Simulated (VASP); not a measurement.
Band structure of Os (space group P6/mmm). Level of theory: PBE GGA, VASP's PBE PAW potentials (set 64) (plane waves; VASP 6.6.1).

Unless said otherwise, spin-orbit coupling is left out, though it shifts the bands of the heavy elements here.

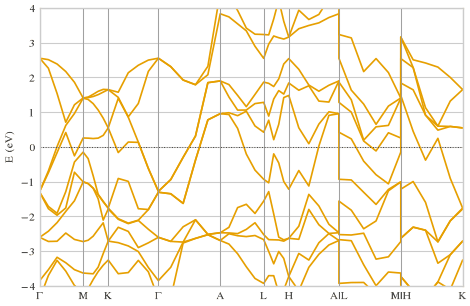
Figure. Bands along high-symmetry lines, zero at the valence-band maximum or, without a gap, the Fermi level

**Question.** Read the plot: is there a gap, and where are the band edges?

**Answer.** It has no gap at this level: it comes out as a metal or semimetal.

The structure was generated: Os was put into an ordered model structure, which need not be its known phase. The cell was not relaxed at this level.
